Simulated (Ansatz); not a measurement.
# B5W2: what a guessed cell relaxes into

Aim: relax a trial structure of B5W2 and see where it ends.

Computed with Ansatz 0.2.0 (DFT PBE, scalar-relativistic, plane waves, PAW, unless a step's input says otherwise).

## 1. Starting point

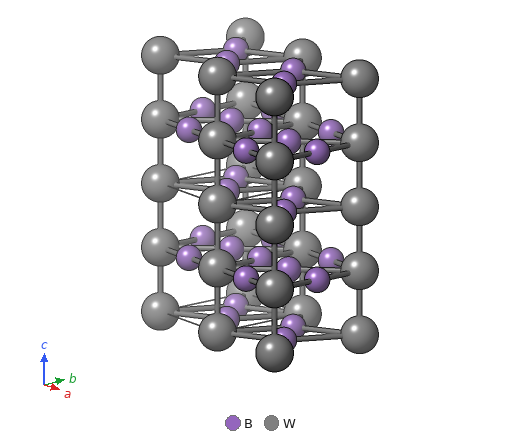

Start, viewed slightly off an axis; boron purple, tungsten grey. 2×1×2 cells are drawn. Atoms on the faces are drawn again on the opposite ones.

As a file:

```
CELL_PARAMETERS angstrom
4.72957 0.00000 0.00000
-2.36478 4.09593 0.00000
0.00000 0.00000 4.28991
ATOMIC_POSITIONS crystal
B 0.50000 0.00000 0.50000
B 0.00000 0.50000 0.50000
B 0.50000 0.50000 0.50000
B 0.33333 0.66667 0.00000
B 0.66667 0.33333 0.00000
W 0.00000 0.00000 0.50000
W 0.00000 0.00000 0.00000
```

A structure generator made this guess: random cell by space group and Wyckoff sites (P6/mmm, No. 191). Lengths come from tabulated atomic sizes and are only a guess.

## 2. Probe: one point on a coarse mesh

File input.yaml:

```yaml
crystal:
  lattice:
    - [4.72956875, 0.0, 0.0]
    - [-2.36478437, 4.09592668, 0.0]
    - [0.0, 0.0, 4.28990571]
  atoms:
    - { symbol: B, position: [0.5, 0.0, 0.5] }
    - { symbol: B, position: [0.0, 0.5, 0.5] }
    - { symbol: B, position: [0.5, 0.5, 0.5] }
    - { symbol: B, position: [0.33333333, 0.66666667, 0.0] }
    - { symbol: B, position: [0.66666667, 0.33333333, 0.0] }
    - { symbol: W, position: [0.0, 0.0, 0.5] }
    - { symbol: W, position: [0.0, 0.0, 0.0] }
basis:
  ecutwfc: 420
kpoints:
  mp_grid: { grid: [6, 6, 4] }
hamiltonian:
  xc: pbe
scf:
  occupations: { method: gaussian, width: 0.1 }
  lower_state_search: "off"
output:
  forces: true
  stress: true
  eigenvalues: true
```

The run is started by

```sh
ansatz run input.yaml --threads 1 --pin off --max-ram 2560MiB --backend cpu --events-out ev --progress --plain --runs-dir out
```

The program printed, shortened:

```text
Warning: RAYON_NUM_THREADS=1 ignored (pool sized by the plan → 1); use --threads N
[...]
Pseudopotentials: kind: paw
Pseudopotential: B, paw, valence charge 3, recommended cutoff 420 eV (normal), B.paw.azcp
Pseudopotential: W, paw, valence charge 14, recommended cutoff 420 eV (normal), W.paw.azcp
Functional definition: PBE
[...]
Crystal: 7 atoms, lattice volume = 83.104 Å³
Basis set: ecut = 420 eV, 1629 PW (Γ), exchange–correlation on 64×64×60 points (8 copies of the dense FFT grid, shifted against one another)
Bands: 29, of which v1, the nominal top of the filled ones, is band 22 counted from 1 (21 counted from 0)
Symmetry: 24 space group operations
Space group: P6/mmm (ITA 191), of the structure as read, at distance tolerance 4.4e-5 Å
k-points: 21 of 144
[...]
SCF iter   1: F=—  HF=-21533.356114 eV  |F-HF|=—  |Δ(HF+E_count)|=         —  Δρ=1.60e-2  dr2=1.30e-1  ethr=1.77e-3  ⟨swp⟩=4.6  Hψ=2593  notcnv=0
[...]
SCF iter   6: F=-21533.334552 eV  HF=-21533.334552 eV  |F-HF|=3.89e-9  |Δ(HF+E_count)|=   7.87e-9  Δρ=4.48e-6  dr2=1.61e-8  ethr=2.33e-10  ⟨swp⟩=8.9  Hψ=2549  notcnv=0
[...]
SCF converged after 6 iterations
Free energy (F): -21533.334552 eV
[...]
E sigma→0 (E₀):  -21533.325964 eV
Entropy (-TS):   -0.017177 eV (-2.454 meV/atom)
Fermi energy:    12.666657 eV
[...]
--- Forces (eV/Å), atoms counted from 1 ---
  atom   1  B      0.00000000     0.00000000     0.00000000
  atom   2  B      0.00000000    -0.00000000     0.00000000
  atom   3  B      0.00000000     0.00000000     0.00000000
  atom   4  B      0.00000000     0.00000000     0.00000000
  atom   5  B     -0.00000000    -0.00000000     0.00000000
  atom   6  W      0.00000000    -0.00000000     0.00000000
  atom   7  W      0.00000000    -0.00000000     0.00000000
[...]
--- Stress (GPa, compression-positive) ---
      -38.300998       0.000000       0.000000
        0.000000     -38.300998       0.000000
        0.000000       0.000000      60.318164
  P = ⅓ Tr σ = -5.4279 GPa (-54.279 kbar)
--- Band table (eV; the first three rows and the last of 21) ---
[...]
```

Wall time 2.8 s (1 thread of Arm Neoverse V2, shared host); peak memory 0.33 GiB.

Read-out: pressure -5.4 GPa, largest force 0.00 eV/Å, gap on this mesh none (metal). A cheap, loose relaxation comes first.

## 3. Rough relaxation on the coarse mesh

Edit input.yaml of step 2 so:

```diff
@@ -26 +26,6 @@
   eigenvalues: true
+relax:
+  adjacent_minimum: "off"
+  f_tol: 0.04
+  max_steps: 70
+  cell: { stress_tol: 0.4 }
```

The run is started by

```sh
ansatz run input.yaml --threads 1 --pin off --max-ram 2560MiB --backend cpu --events-out ev --progress --plain --runs-dir out
```

The program printed:

```text
Warning: RAYON_NUM_THREADS=1 ignored (pool sized by the plan → 1); use --threads N
Engine: ansatz 0.2.0, aarch64-unknown-linux-gnu
[... 4 set-up lines as earlier in the session ...]
  parameter kappa = 0.804
  parameter beta = 0.06672455060314922
  exchange = pbe_x(kappa = kappa, mu = beta*pi^2/3)
  correlation = pbe_c(beta = beta)
Crystal: 7 atoms, lattice volume = 83.104 Å³
Basis set: ecut = 420 eV, 1629 PW (Γ), exchange–correlation on 64×64×60 points (8 copies of the dense FFT grid, shifted against one another)
Bands: 29, of which v1, the nominal top of the filled ones, is band 22 counted from 1 (21 counted from 0)
[... 2 set-up lines as earlier in the session ...]
k-points: 21 of 144
Non-local potential: B, projectors of the file, l = 0: 2, l = 1: 2, l = 2: 1
Non-local potential: W, projectors of the file, l = 0: 3, l = 1: 2, l = 2: 2, l = 3: 1
PAW form: soft (Blöchl's): semilocal exchange-correlation on the pseudo side does not see the compensation charge
PAW one-centre angular grid: B, 110 points (default); XC on 64 Gauss nodes
PAW one-centre angular grid: W, 590 points (default); XC on 64 Gauss nodes
Initial density: superposition of atomic densities (neutral atoms: chi_scale 0, normalization atom), corrected by the library's trained network
Initial wavefunctions: pseudopotential atomic-orbital guess
Functional: x = pbe(κ = 0.804, μ = 0.2195149727645171), c = pbe(β = 0.06672455060314922)
SCF iter   1: F=—  HF=-21533.356116 eV  |F-HF|=—  |Δ(HF+E_count)|=         —  Δρ=1.60e-2  dr2=1.30e-1  ethr=1.77e-3  ⟨swp⟩=4.6  Hψ=2593  notcnv=0
preconditioner: auto → Kerker (q_TF=auto, 2.445 Å⁻¹)  [metal: Δε(μ)=0.024 eV  Ē_g=6.545 eV  σ=0.100 eV  W_gap=0.14  n_scr=20 (ndim 8)  ℏωp=21.2 eV  f_vac=0.000  D(μ)=3.30/eV (n_scr^D=26)]
SCF iter   2: F=—  HF=-21533.341368 eV  |F-HF|=—  |Δ(HF+E_count)|=   1.47e-2  Δρ=8.95e-3  dr2=4.03e-2  ethr=3.02e-4  ⟨swp⟩=1.0  Hψ=777  notcnv=0  defer=1
SCF iter   3: F=—  HF=-21533.334575 eV  |F-HF|=—  |Δ(HF+E_count)|=   6.79e-3  Δρ=6.38e-4  dr2=2.97e-4  ethr=9.38e-5  ⟨swp⟩=2.5  Hψ=747  notcnv=0  defer=1
SCF iter   4: F=—  HF=-21533.334546 eV  |F-HF|=—  |Δ(HF+E_count)|=   2.88e-5  Δρ=1.47e-4  dr2=1.60e-5  ethr=6.91e-7  ⟨swp⟩=2.3  Hψ=834  notcnv=0  defer=1
SCF iter   5: F=—  HF=-21533.334552 eV  |F-HF|=—  |Δ(HF+E_count)|=   6.39e-6  Δρ=2.50e-5  dr2=3.52e-7  ethr=3.73e-8  ⟨swp⟩=2.4  Hψ=898  notcnv=0  defer=1
SCF iter   6: F=-21533.334552 eV  HF=-21533.334552 eV  |F-HF|=3.87e-9  |Δ(HF+E_count)|=   8.25e-9  Δρ=4.47e-6  dr2=1.61e-8  ethr=2.33e-10  ⟨swp⟩=8.9  Hψ=2547  notcnv=0
SCF 1 converged in 6 iterations: F = -21533.334552 eV  dr2 = 1.61e-8
relax step   1: F+E_penalty+E_count = -21533.33455249 eV  Δ(F+E_penalty+E_count) = +0.000e0 eV  max|allowed force component| = 2.961e-16 eV/Å  Δτ_max = 0.0000 Å  P = -5.428 GPa  Ω = 83.104 Å³  (6 SCF iters, dr2 threshold 1.00e-7 eV, accepted)
Crystal: 7 atoms, lattice volume = 80.933 Å³
Basis set: ecut = 420 eV, 1581 PW (Γ), exchange–correlation on 64×64×60 points (8 copies of the dense FFT grid, shifted against one another)
Initial density: handed on by an earlier stage of this run
Initial wavefunctions: those handed on with the density
iter 1 solved again at ethr=7.43e-4 eV; its pass at ethr=3.10e-3 eV (dr2=3.20e-1 eV) is discarded
SCF iter   1: F=—  HF=-21536.141352 eV  |F-HF|=—  |Δ(HF+E_count)|=         —  Δρ=1.69e-2  dr2=3.23e-1  ethr=7.43e-4  ⟨swp⟩=1.1  Hψ=3917  notcnv=0
preconditioner: auto → Kerker (q_TF=auto, 2.455 Å⁻¹)  [metal: Δε(μ)=0.061 eV  Ē_g=6.720 eV  σ=0.100 eV  W_gap=0.34  n_scr=20 (ndim 8)  ℏωp=21.4 eV  f_vac=0.000  D(μ)=5.01/eV (n_scr^D=58)]
SCF iter   2: F=—  HF=-21536.081917 eV  |F-HF|=—  |Δ(HF+E_count)|=   5.94e-2  Δρ=9.19e-3  dr2=8.94e-2  ethr=7.43e-4  ⟨swp⟩=1.2  Hψ=617  notcnv=0
SCF iter   3: F=—  HF=-21536.058742 eV  |F-HF|=—  |Δ(HF+E_count)|=   2.32e-2  Δρ=1.52e-3  dr2=2.23e-3  ethr=2.08e-4  ⟨swp⟩=2.4  Hψ=1081  notcnv=0  defer=4
SCF iter   4: F=—  HF=-21536.058424 eV  |F-HF|=—  |Δ(HF+E_count)|=   3.18e-4  Δρ=4.76e-4  dr2=2.24e-4  ethr=5.19e-6  ⟨swp⟩=1.9  Hψ=803  notcnv=0  defer=4
SCF iter   5: F=—  HF=-21536.058422 eV  |F-HF|=—  |Δ(HF+E_count)|=   1.98e-6  Δρ=8.93e-5  dr2=4.00e-6  ethr=5.21e-7  ⟨swp⟩=2.5  Hψ=950  notcnv=0  defer=4
SCF iter   6: F=-21536.058422 eV  HF=-21536.058422 eV  |F-HF|=1.76e-7  |Δ(HF+E_count)|=   8.18e-8  Δρ=1.78e-5  dr2=2.72e-7  ethr=1.63e-9  ⟨swp⟩=8.4  Hψ=2708  notcnv=0
SCF 2 converged in 6 iterations: F = -21536.058422 eV  dr2 = 2.72e-7
relax step   2: F+E_penalty+E_count = -21536.05842170 eV  Δ(F+E_penalty+E_count) = -2.724e0 eV  max|allowed force component| = 1.692e-16 eV/Å  Δτ_max = 0.0000 Å  P = -6.972 GPa  Ω = 80.933 Å³  energy of the carried Pulay correction = +2.557e-3 eV  (6 SCF iters, dr2 threshold 7.00e-7 eV, accepted)
Crystal: 7 atoms, lattice volume = 76.513 Å³
Basis set: ecut = 420 eV, 1497 PW (Γ), exchange–correlation on 64×64×60 points (8 copies of the dense FFT grid, shifted against one another)
iter 1 solved again at ethr=1.13e-3 eV; its pass at ethr=3.10e-3 eV (dr2=4.87e-1 eV) is discarded
SCF iter   1: F=—  HF=-21538.691917 eV  |F-HF|=—  |Δ(HF+E_count)|=         —  Δρ=2.13e-2  dr2=4.90e-1  ethr=1.13e-3  ⟨swp⟩=1.0  Hψ=3893  notcnv=0
preconditioner: auto → Kerker (q_TF=auto, 2.478 Å⁻¹)  [metal: Δε(μ)=0.037 eV  Ē_g=7.065 eV  σ=0.100 eV  W_gap=0.21  n_scr=20 (ndim 8)  ℏωp=22.1 eV  f_vac=0.000  D(μ)=3.89/eV (n_scr^D=28)]
SCF iter   2: F=—  HF=-21538.626562 eV  |F-HF|=—  |Δ(HF+E_count)|=   6.54e-2  Δρ=1.30e-2  dr2=2.08e-1  ethr=1.13e-3  ⟨swp⟩=1.1  Hψ=619  notcnv=0
SCF iter   3: F=—  HF=-21538.582265 eV  |F-HF|=—  |Δ(HF+E_count)|=   4.43e-2  Δρ=1.82e-3  dr2=4.66e-3  ethr=4.83e-4  ⟨swp⟩=2.1  Hψ=838  notcnv=0
SCF iter   4: F=—  HF=-21538.581244 eV  |F-HF|=—  |Δ(HF+E_count)|=   1.02e-3  Δρ=6.21e-4  dr2=4.09e-4  ethr=1.08e-5  ⟨swp⟩=1.5  Hψ=807  notcnv=0  defer=3
SCF iter   5: F=—  HF=-21538.581317 eV  |F-HF|=—  |Δ(HF+E_count)|=   7.26e-5  Δρ=1.10e-4  dr2=5.34e-6  ethr=9.52e-7  ⟨swp⟩=2.1  Hψ=731  notcnv=0  defer=3
SCF iter   6: F=-21538.581317 eV  HF=-21538.581317 eV  |F-HF|=1.42e-7  |Δ(HF+E_count)|=   2.61e-7  Δρ=1.75e-5  dr2=3.02e-7  ethr=1.63e-9  ⟨swp⟩=8.7  Hψ=2735  notcnv=0
SCF 3 converged in 6 iterations: F = -21538.581317 eV  dr2 = 3.02e-7
relax step   3: F+E_penalty+E_count = -21538.58131656 eV  Δ(F+E_penalty+E_count) = -2.523e0 eV  max|allowed force component| = 2.432e-16 eV/Å  Δτ_max = 0.0000 Å  P = +4.356 GPa  Ω = 76.513 Å³  energy of the carried Pulay correction = +7.126e-3 eV  (6 SCF iters, dr2 threshold 7.00e-7 eV, accepted)
[... 11 lines left out ...]
relax step   4: F+E_penalty+E_count = -21539.62283780 eV  Δ(F+E_penalty+E_count) = -1.042e0 eV  max|allowed force component| = 2.115e-16 eV/Å  Δτ_max = 0.0000 Å  P = +4.453 GPa  Ω = 76.691 Å³  energy of the carried Pulay correction = +7.659e-3 eV  (6 SCF iters, dr2 threshold 7.00e-7 eV, accepted)
[... 12 lines left out ...]
relax step   5: F+E_penalty+E_count = -21540.00921299 eV  Δ(F+E_penalty+E_count) = -3.864e-1 eV  max|allowed force component| = 1.850e-16 eV/Å  Δτ_max = 0.0000 Å  P = +2.883 GPa  Ω = 78.048 Å³  energy of the carried Pulay correction = +7.155e-3 eV  (6 SCF iters, dr2 threshold 7.00e-7 eV, accepted)
[... 12 lines left out ...]
relax step   6: F+E_penalty+E_count = -21540.04129956 eV  Δ(F+E_penalty+E_count) = -3.209e-2 eV  max|allowed force component| = 2.062e-16 eV/Å  Δτ_max = 0.0000 Å  P = +0.340 GPa  Ω = 79.386 Å³  energy of the carried Pulay correction = +6.279e-3 eV  (6 SCF iters, dr2 threshold 7.00e-7 eV, accepted)
[... 13 lines left out ...]
relax step   7: F+E_penalty+E_count = -21540.04139460 eV  Δ(F+E_penalty+E_count) = -9.504e-5 eV  max|allowed force component| = 2.961e-16 eV/Å  Δτ_max = 0.0000 Å  P = -0.003 GPa  Ω = 79.542 Å³  energy of the carried Pulay correction = +6.166e-3 eV  (6 SCF iters, dr2 threshold 6.91e-7 eV, accepted)
[... 12 lines left out ...]
relax step   8: F+E_penalty+E_count = -21540.07655703 eV  Δ(F+E_penalty+E_count) = -3.516e-2 eV  max|allowed force component| = 1.427e-16 eV/Å  Δτ_max = 0.0000 Å  P = +0.446 GPa  Ω = 79.542 Å³  stress off target by 1.44e0 GPa  SCF on the basis re-selected at this cell (its energy is not comparable with the rows above)  (6 SCF iters)
[... 13 lines left out ...]
relax step   9: F+E_penalty+E_count = -21540.07762802 eV  Δ(F+E_penalty+E_count) = -1.071e-3 eV  max|allowed force component| = 2.432e-16 eV/Å  Δτ_max = 0.0000 Å  P = +0.040 GPa  Ω = 79.809 Å³  energy of the carried Pulay correction = -2.809e-4 eV  (6 SCF iters, dr2 threshold 7.00e-7 eV, accepted)
iter 1 solved again at ethr=2.72e-8 eV; its pass at ethr=3.10e-3 eV (dr2=1.17e-5 eV) is discarded
SCF iter   1: F=—  HF=-21540.077864 eV  |F-HF|=—  |Δ(HF+E_count)|=         —  Δρ=9.66e-6  dr2=1.02e-8  ethr=2.72e-8  ⟨swp⟩=3.2  Hψ=4345  notcnv=0
preconditioner: auto → Resta (q_TF=auto, 2.461 Å⁻¹)  ε∞=11.1  [insulator: Δε(μ)=0.187 eV  Ē_g=6.803 eV  σ=0.100 eV  W_gap=0.81  n_scr=22 (ndim 8)  ℏωp=21.6 eV  f_vac=0.000  D(μ)=1.63/eV (n_scr^D=8)  ε∞_Penn≈11.1]
SCF iter   2: F=—  HF=-21540.077855 eV  |F-HF|=—  |Δ(HF+E_count)|=   8.78e-6  Δρ=5.20e-6  dr2=2.69e-9  ethr=2.38e-11  ⟨swp⟩=2.1  Hψ=1073  notcnv=0
iter 3 did not close the SCF: its close was put off for the readings that it lacked (scf_convergence_deferred on its scf_iter line)
SCF iter   3: F=-21540.077855 eV  HF=-21540.077855 eV  |F-HF|=8.00e-11  |Δ(HF+E_count)|=   1.68e-8  Δρ=4.36e-7  dr2=4.44e-11  ethr=6.25e-12  ⟨swp⟩=2.0  Hψ=915  notcnv=0
iter 4 did not close the SCF: its close was put off for the readings that it lacked (scf_convergence_deferred on its scf_iter line)
SCF iter   4: F=-21540.077855 eV  HF=-21540.077855 eV  |F-HF|=1.09e-11  |Δ(HF+E_count)|=  1.02e-10  Δρ=7.62e-8  dr2=1.60e-12  ethr=1.00e-12  ⟨swp⟩=1.0  Hψ=609  notcnv=0
iter 5 did not close the SCF: its close was put off for the readings that it lacked (scf_convergence_deferred on its scf_iter line)
SCF iter   5: F=-21540.077855 eV  HF=-21540.077855 eV  |F-HF|=0.00e0  |Δ(HF+E_count)|=    0.00e0  Δρ=1.08e-8  dr2=4.46e-14  ethr=1.00e-12  ⟨swp⟩=1.0  Hψ=609  notcnv=0
iter 6 did not close the SCF: its close was put off for the readings that it lacked (scf_convergence_deferred on its scf_iter line)
SCF iter   6: F=-21540.077855 eV  HF=-21540.077855 eV  |F-HF|=7.28e-12  |Δ(HF+E_count)|=  7.28e-12  Δρ=2.03e-9  dr2=4.57e-15  ethr=1.00e-12  ⟨swp⟩=1.0  Hψ=609  notcnv=0
SCF iter   7: F=-21540.077855 eV  HF=-21540.077855 eV  |F-HF|=7.28e-12  |Δ(HF+E_count)|=    0.00e0  Δρ=5.38e-10  dr2=1.88e-16  ethr=1.00e-12  ⟨swp⟩=1.2  Hψ=1356  notcnv=0
SCF 10 converged in 7 iterations: F = -21540.077855 eV  dr2 = 1.88e-16
relax step  10: F+E_penalty+E_count = -21540.07785549 eV  Δ(F+E_penalty+E_count) = -2.275e-4 eV  max|allowed force component| = 1.375e-16 eV/Å  Δτ_max = 0.0000 Å  P = +0.044 GPa  Ω = 79.809 Å³  stress off target by 1.03e-1 GPa  SCF on the basis re-selected at this cell (its energy is not comparable with the rows above)  (7 SCF iters)
basis re-selected at this cell: Δ(F+E_penalty+E_count) = -2.275e-4 eV, ΔP = +0.003 GPa vs the last step (what re-selecting the basis moved, of the pressure what is left beyond the Pulay correction that the steps carried, after the strain that the cell walked since its last selection, with what the two solves' SCF thresholds leave and, on support functions, any second-order correction that the steps lacked; it is no measure of the basis error at this ecutwfc). This SCF's stress stands 1.03e-1 GPa from its target on what of the cell is left free (relax.cell.stress_tol is 4.00e-1 GPa) and its largest allowed force component is 1.37e-16 eV/Å (relax.f_tol is 4.00e-2 eV/Å): within both
SCF converged after 7 iterations
Free energy (F): -21540.077855 eV
Harris-Foulkes:  -21540.077855 eV  (|F-HF|=7.28e-12)
Internal energy: -21540.069700 eV  (E = F + TS)
E sigma→0 (E₀):  -21540.073777 eV
Entropy (-TS):   -0.008156 eV (-1.165 meV/atom)
Fermi energy:    12.772020 eV
--- Per-component energies (eV) ---
  E_band       = -315.111399
  E_kinetic    = 1116.792331
  E_local      = -2224.813447  (includes V_loc(G=0)·N_el)
  E_nonlocal   = 66.229792
  E_hartree    = 823.707511
  E_xc         = -685.890977
  E_vxc        = -657.001013  (∫ρ·V_xc dr)
  E_paw        = -17518.060490  (= ΣΔE_a)
  E_vpaw       = -263.733969  (= ΣTr[D̂ρ^β])
  E_aug_tail   = -0.000115  (compensation charges beyond the density's cutoff)
  E_ewald      = -3118.034305
  E_smearing   = -0.008156  (= −TS)
  E_closure    = -0.000000  (closes the sum)
  Σ components = -21540.077855   (vs F -21540.077855, Δ=0.00e0)
--- Forces (eV/Å), atoms counted from 1 ---
  atom   1  B     -0.00000000    -0.00000000     0.00000000
  atom   2  B     -0.00000000    -0.00000000     0.00000000
  atom   3  B      0.00000000     0.00000000     0.00000000
  atom   4  B     -0.00000000     0.00000000     0.00000000
  atom   5  B      0.00000000    -0.00000000    -0.00000000
  atom   6  W      0.00000000    -0.00000000     0.00000000
  atom   7  W     -0.00000000     0.00000000     0.00000000
  max |Σ_I F_I| component: 7.40e-17 eV/Å
--- Stress (GPa, compression-positive) ---
        0.013668      -0.000000       0.000000
       -0.000000       0.013668       0.000000
        0.000000       0.000000       0.103266
  P = ⅓ Tr σ = 0.0435 GPa (0.435 kbar)
--- Band table (eV; the first three rows and the last of 21) ---
  k-point 0: bands = ["-61.0374", "-59.9709", "-25.6970", "-25.2396", "-25.2396", "-24.5672", "-24.5672", "-24.0684", "0.4610", "4.0446", "7.3253", "7.3253", "7.4636", "7.5926", "9.0899", "9.2619", "9.2619", "10.7047", "10.7047", "11.2822", "11.2822", "12.1140", "15.6546", "15.7265", "15.7265", "15.7371", "15.7371", "16.0784", "16.0784"]
  k-point 1: bands = ["-61.0362", "-59.9722", "-25.5675", "-25.2356", "-25.2356", "-24.5718", "-24.5718", "-24.2228", "0.6757", "3.3183", "7.5114", "7.5159", "7.5159", "8.7606", "8.9060", "8.9060", "9.8407", "10.8006", "10.8006", "11.5863", "11.5863", "11.7765", "14.7488", "14.7488", "15.2772", "16.2134", "16.2134", "16.2483", "16.2483"]
  k-point 2: bands = ["-61.0351", "-59.9736", "-25.3995", "-25.2315", "-25.2315", "-24.5764", "-24.5764", "-24.4153", "0.9821", "2.6531", "7.5620", "7.8691", "7.8691", "8.4033", "8.4033", "10.2451", "10.8380", "10.8557", "10.8557", "11.4925", "12.2046", "12.2046", "13.6962", "13.6962", "14.2157", "14.7440", "16.2654", "16.2654", "16.7207"]
  k-point 20: bands = ["-61.0348", "-59.9739", "-25.3978", "-25.2438", "-25.2438", "-24.5752", "-24.5752", "-24.4122", "3.8287", "3.8287", "5.4540", "5.4540", "5.4622", "7.6297", "9.4891", "9.4891", "10.7946", "10.7946", "12.0023", "12.0880", "12.0880", "12.3148", "12.5763", "12.5763", "16.2194", "16.2194", "16.4553", "17.2718", "17.4180"]
--- Relaxed structure (8 steps of the walk, 8 accepted, 2 SCFs on fresh bases) ---
  F+E_penalty+E_count = -21540.07785549 eV   max|allowed force component| = 1.375e-16 eV/Å   (the final SCF, on the basis selected at the relaxed cell)
  cell:  # Å, volume = 79.8090 Å³
    - [4.193691869292771, -2.5596722517427686e-9, 0.0]
    - [-2.0968459324296442, 3.631843695731625, 0.0]
    - [0.0, 0.0, 5.23996200962562]
  atoms:
    - { symbol: B, position: [0.4999999999999999, 0.0, 0.49999999999999994] }
    - { symbol: B, position: [2.7755575615628914e-17, 0.5, 0.49999999999999994] }
    - { symbol: B, position: [0.5, 0.5, 0.49999999999999994] }
    - { symbol: B, position: [0.33333333333333337, 0.6666666666666667, 0.0] }
    - { symbol: B, position: [0.6666666666666665, 0.3333333333333333, 0.0] }
    - { symbol: W, position: [-7.249066966394411e-35, -2.598728669948194e-34, 0.49999999999999994] }
    - { symbol: W, position: [3.99355725426481e-35, -3.1626961700062244e-35, 0.0] }
```

It took 30 s on 1 thread of Arm Neoverse V2, shared host; peak memory 0.34 GiB.

Relaxation path:

```
step  energy from step 1 (eV/cell)  largest force component (eV/Å)  pressure (GPa)  volume (Å³)
   1                        0.0000                          0.0000           -5.43        83.10
   2                       -2.7239                          0.0000           -6.97        80.93
   3                       -5.2468                          0.0000            4.36        76.51
   4                       -6.2883                          0.0000            4.45        76.69
   5                       -6.6747                          0.0000            2.88        78.05
   6                       -6.7067                          0.0000            0.34        79.39
   7                       -6.7068                          0.0000            0.00        79.54
   8                       -6.7420                          0.0000            0.45        79.54
   9                       -6.7431                          0.0000            0.04        79.81
  10                       -6.7433                          0.0000            0.04        79.81
```

Step 1 is the start. Steps 8, 10 each repeat the geometry before them on a plane-wave basis chosen anew, so the energy can jump there without any move.

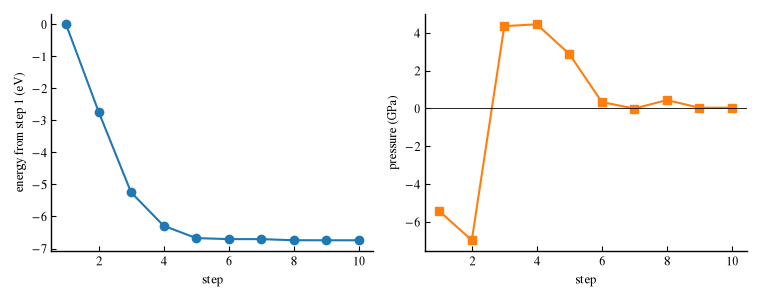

Energy and pressure along the relaxation.

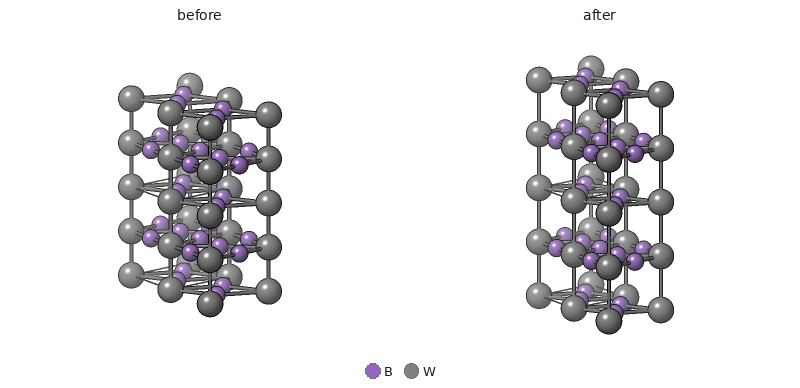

The structure before (left) and after (right) the relaxation, drawn at the same scale.

|  | before | after | change |
| --- | --- | --- | --- |
| a (Å) | 4.730 | 4.194 | -11.3 % |
| b (Å) | 4.730 | 4.194 | -11.3 % |
| c (Å) | 4.290 | 5.240 | +22.1 % |
| volume (Å³/atom) | 11.87 | 11.40 | -4.0 % |
| shortest distance (Å) | 2.145 | 2.097 | -2.2 % |
| space group (0.01 Å) | P6/mmm | P6/mmm | same |

The run keeps the 24 symmetry operations of the start, so it could not have lowered the symmetry.

[end of part 1 of 2]
